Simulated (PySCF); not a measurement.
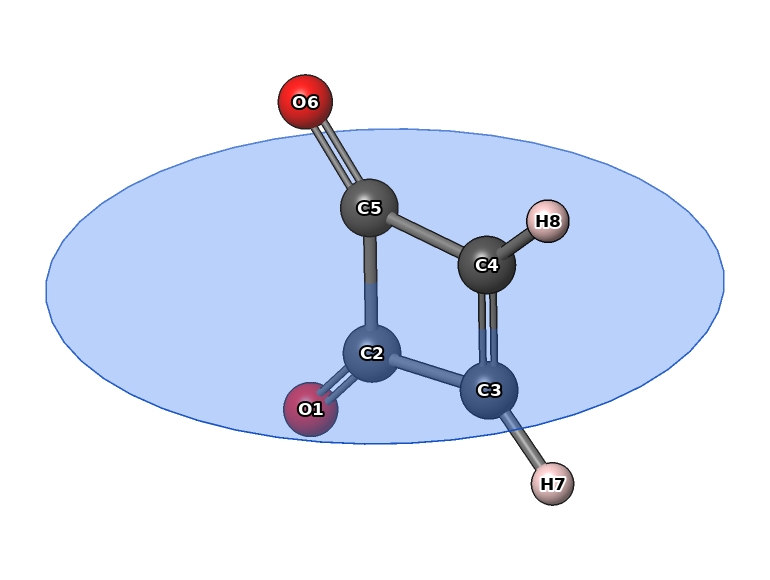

A disc through the centre of mass is drawn in. Distant atoms are faded towards the background colour. The computed structure is the end point of a PBE0-D3(BJ)/def2-SVP optimisation. No frequency run is at hand to confirm it as a minimum.

Q: Is the plane of the disc a mirror plane of the structure?

A: Yes. The reflection leaves no atom in place and moves O1 ↔ O6; C2 ↔ C5; C3 ↔ C4; H7 ↔ H8. The point group is C2v.
